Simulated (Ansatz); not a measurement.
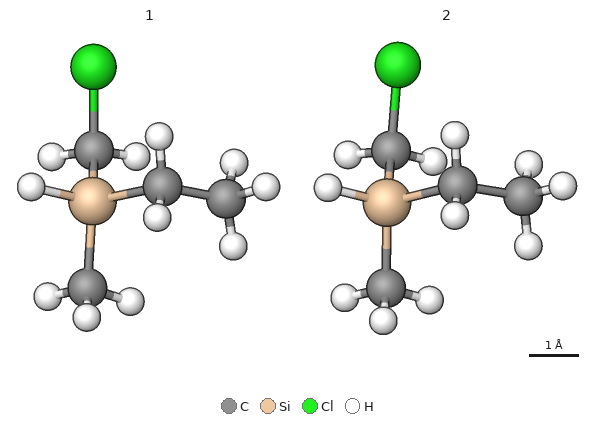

Two geometries of C₄H₁₁ClSi, drawn at one scale. One is the start of a relaxation, the other its converged end. A ball-and-stick model, seen at a tilt.

All numbers below come from Ansatz, RKS PBE0-D4/STO-3G. Set-up: no spin polarisation; force threshold 0.015 eV/Å; at most 40 steps.

Question: Which geometry has the lower energy?

Answer: Structure 2 is the relaxed one. The run prepares an end point of a later path (torsion) calculation, from a guessed geometry. The Cl atom moves most after the best rigid fit: 0.16 Å. By element the largest moves are Cl 0.16 Å, Si 0.11 Å, H 0.10 Å, C 0.09 Å. Near-neighbour distances that change, for instance: H–Si 1.547 → 1.445 Å, C–H 1.001 → 1.094 Å, C–H 1.168 → 1.098 Å, C–C 1.476 → 1.544 Å. Bond angles that change, for instance: H–C–H 99.9° → 107.8°, C–Si–C 113.3° → 107.5°, H–C–H 113.4° → 107.7°. After 7 geometry steps the energy has fallen by 0.906 eV. Largest force component: 7.4 eV/Å at the start, 0.012 eV/Å at the end. The run took roughly 50 core-seconds on a shared host.

Limits of the set-up: STO-3G is a minimal basis, so the numbers are rough.
